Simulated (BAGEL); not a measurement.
# C3H11AlO (SMILES C[Al-](C)(C)[OH2+]): a chain of runs

Aim: a single-point energy (HF/cc-pVDZ), then the energy (NEVPT2(2,2)/cc-pVDZ) of C3H11AlO. 

The calculation is run with BAGEL 1.2.2.

1 further run of the same task is left out (set aside as unsound or not needed).

## (1) Starting point

C3H11AlO has 16 atoms, charge 0, and is taken as a singlet. SMILES: `C[Al-](C)(C)[OH2+]`. The C4–H13 distance was set to 1.754 Å, away from the relaxed value. At this shape a bond of the SMILES string is far longer than usual.

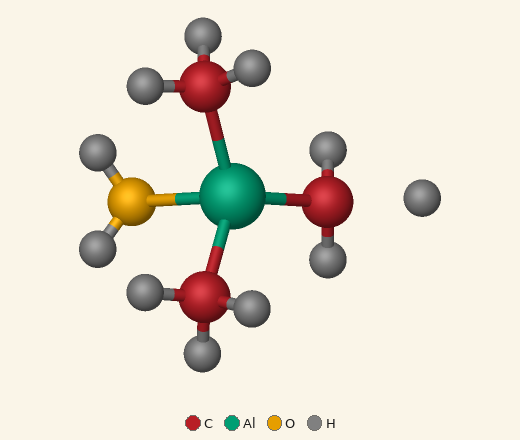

Viewed from a chosen angle; carbon red, aluminium teal, oxygen amber, hydrogen grey.

## (2) The energy at HF/cc-pVDZ (density fitting with svp-jkfit) (run 1)

job.json

```json
{ "bagel" : [

{
  "title" : "molecule",
  "basis" : "cc-pvdz.json",
  "df_basis" : "svp-jkfit",
  "angstrom" : true,
  "geometry" : [
    { "atom" : "C", "xyz" : [      -1.036916,       1.071446,      -1.322804 ] },
    { "atom" : "Al", "xyz" : [      -0.313356,       0.207806,       0.304326 ] },
    { "atom" : "C", "xyz" : [       1.299994,       1.002706,       1.130386 ] },
    { "atom" : "C", "xyz" : [      -0.609686,      -1.722804,       0.532436 ] },
    { "atom" : "O", "xyz" : [      -1.667176,       1.026966,       1.617496 ] },
    { "atom" : "H", "xyz" : [      -0.984686,       2.166416,      -1.296844 ] },
    { "atom" : "H", "xyz" : [      -0.467986,       0.762976,      -2.207354 ] },
    { "atom" : "H", "xyz" : [      -2.078146,       0.793936,      -1.527814 ] },
    { "atom" : "H", "xyz" : [       1.444614,       0.692236,       2.172466 ] },
    { "atom" : "H", "xyz" : [       1.308364,       2.098946,       1.106936 ] },
    { "atom" : "H", "xyz" : [       2.202594,       0.682426,       0.597506 ] },
    { "atom" : "H", "xyz" : [      -0.415536,      -2.056884,       1.557096 ] },
    { "atom" : "H", "xyz" : [       0.454110,      -2.651670,      -0.507280 ] },
    { "atom" : "H", "xyz" : [      -1.632646,      -2.021034,       0.279726 ] },
    { "atom" : "H", "xyz" : [      -1.207776,       1.570246,       2.267486 ] },
    { "atom" : "H", "xyz" : [      -2.279806,       1.601316,       1.144806 ] }
  ]
},

{ "title" : "hf" },

{ "title" : "print", "file" : "orbitals.molden", "orbitals" : true }

]}
```

The basis set cc-pVDZ is read from a file made from the Basis Set Exchange's data (not shown).

Launch:

```console
$ BAGEL_NUM_THREADS=1 BAGEL job.json > job.out
```

Log:

```text
* using 1 threads per process

  ===============================================================
  ===============================================================

  *** Geometry ***

  { "atom" : "C", "xyz" : [     -1.959487,      2.024739,     -2.499737 ] },
  { "atom" : "Al", "xyz" : [     -0.592157,      0.392696,      0.575093 ] },
  { "atom" : "C", "xyz" : [      2.456633,      1.894840,      2.136120 ] },
  { "atom" : "C", "xyz" : [     -1.152140,     -3.255628,      1.006158 ] },
  { "atom" : "O", "xyz" : [     -3.150506,      1.940684,      3.056624 ] },
  { "atom" : "H", "xyz" : [     -1.860787,      4.093933,     -2.450680 ] },
  { "atom" : "H", "xyz" : [     -0.884365,      1.441816,     -4.171295 ] },
  { "atom" : "H", "xyz" : [     -3.927127,      1.500322,     -2.887150 ] },
  { "atom" : "H", "xyz" : [      2.729925,      1.308136,      4.105366 ] },
  { "atom" : "H", "xyz" : [      2.472450,      3.966433,      2.091806 ] },
  { "atom" : "H", "xyz" : [      4.162299,      1.289598,      1.129123 ] },
  { "atom" : "H", "xyz" : [     -0.785249,     -3.886947,      2.942485 ] },
  { "atom" : "H", "xyz" : [      0.858144,     -5.010930,     -0.958620 ] },
  { "atom" : "H", "xyz" : [     -3.085254,     -3.819201,      0.528606 ] },
  { "atom" : "H", "xyz" : [     -2.282366,      2.967335,      4.284928 ] },
  { "atom" : "H", "xyz" : [     -4.308209,      3.026049,      2.163370 ] },

  Number of auxiliary basis functions:      628

  Since a DF basis is specified, we compute 2- and 3-index integrals:
    o Being stored without compression. Storage requirement is 0.084 GB

  Number of basis functions:      129
  Number of electrons      :       50

    * METHOD: MOLECULE                             0.57

  *** RHF ***

  === Nuclear Repulsion ===
   233.9813637727

      * DIIS with orbital gradients will be used.

  === RHF iteration (cc-pvdz.json) ===
      0       -436.36116763          0.01512964           0.17
      1       -436.64499200          0.00803845           0.17
      2       -436.72747681          0.00132428           0.17
      3       -436.73076090          0.00044357           0.17
      4       -436.73108743          0.00009316           0.17
      5       -436.73110933          0.00002265           0.17
      6       -436.73111109          0.00000890           0.17
      7       -436.73111129          0.00000300           0.17
      8       -436.73111131          0.00000093           0.17
      9       -436.73111131          0.00000026           0.17
     10       -436.73111132          0.00000010           0.17
     11       -436.73111132          0.00000004           0.17
     12       -436.73111132          0.00000001           0.17
     13       -436.73111131          0.00000001           0.17
    * SCF iteration converged.

    * Permanent dipole moment:
           (    1.127965,    -1.425888,    -1.114652) a.u.

    * METHOD: HF                                   2.78

    * METHOD: PRINT                                0.04

  ===============================================================
```

Run time: 3.6 s. Hardware: 1 thread of Arm Neoverse V1, shared host; peak memory 0.25 GiB.

## (3) The energy at NEVPT2(2,2)/cc-pVDZ (density fitting with svp-jkfit) (run 2)

job.json, as its differences from that of step 2:

```diff
@@ -27,5 +27,32 @@
 
-{ "title" : "hf" },
+{
+  "title" : "hf"
+},
 
-{ "title" : "print", "file" : "orbitals.molden", "orbitals" : true }
+{
+  "title" : "casscf",
+  "nstate" : 1,
+  "nact" : 2,
+  "nclosed" : 24,
+  "active" : [25, 27],
+  "maxiter" : 200,
+  "natocc" : true
+},
+
+{
+  "title" : "nevpt2",
+  "nstate" : 1,
+  "nact" : 2,
+  "nclosed" : 24,
+  "active" : [25, 27],
+  "maxiter" : 200,
+  "natocc" : true,
+  "ncore" : 9
+},
+
+{
+  "title" : "print",
+  "file" : "orbitals.molden",
+  "orbitals" : true
+}
```

The basis set cc-pVDZ is read from a file made from the Basis Set Exchange's data (not shown).

Launch:

```console
$ BAGEL_NUM_THREADS=1 BAGEL job.json > job.out
```

Log:

```text
* using 1 threads per process

  ===============================================================
  ===============================================================

  *** Geometry ***

  { "atom" : "C", "xyz" : [     -1.959487,      2.024739,     -2.499737 ] },
  { "atom" : "Al", "xyz" : [     -0.592157,      0.392696,      0.575093 ] },
  { "atom" : "C", "xyz" : [      2.456633,      1.894840,      2.136120 ] },
[... 12 lines of this table left out ...]
  { "atom" : "H", "xyz" : [     -4.308209,      3.026049,      2.163370 ] },

  Number of auxiliary basis functions:      628

  Since a DF basis is specified, we compute 2- and 3-index integrals:
    o Being stored without compression. Storage requirement is 0.084 GB

  Number of basis functions:      129
  Number of electrons      :       50

    * METHOD: MOLECULE                             0.57

  *** RHF ***

[... 11 lines left out ...]
    * SCF iteration converged.
[... 1 line left out ...]
    * Permanent dipole moment:
[... 27 lines left out ...]
    * Second-order optimization converged. *

     guess   0:   closed 1.                   open ..

  === FCI iteration ===

      0  0      -436.72908181     7.98e-02      0.00
      1  0      -436.76819991     3.77e-03      0.00
      2  0 *    -436.76831668     1.48e-16      0.00

     * ci vector, state   0, <S^2> = 0.0000
       2.     0.9710928301
       .2    -0.2387021476

    * METHOD: CASSCF                               9.56

    * freezing 9 orbitals

  === DF-NEVPT2 calculation ===

    * 3-index integral transformation done
    * assembly done

      NEVPT2 correlation energy:   -0.6962453597      0.69

          (+0)     -0.6447824633
          (+0)'    -0.0141524757
          (+1)     -0.0062616993
          (+1)'    -0.0000000000
          (+2)     -0.0004576370
          (-1)     -0.0256049779
          (-1)'     0.0000000000
          (-2)     -0.0049861065

      NEVPT2 total energy:       -437.4645620439

    * METHOD: NEVPT2                               1.03

    * METHOD: PRINT                                0.04

  ===============================================================
```

Wall time 14 s (1 thread of Arm Neoverse V1, shared host); peak memory 0.25 GiB.

## (4) Outcome

```
                                quantity          value
         run 1, HF/cc-pVDZ: total energy  -436.73111 Eh
        run 1, HF/cc-pVDZ: dipole moment         5.42 D
          run 1, HF/cc-pVDZ: HOMO energy       -9.76 eV
          run 1, HF/cc-pVDZ: LUMO energy        3.00 eV
        run 1, HF/cc-pVDZ: HOMO–LUMO gap       12.76 eV
run 2, NEVPT2(2,2)/cc-pVDZ: total energy  -437.46456 Eh
```
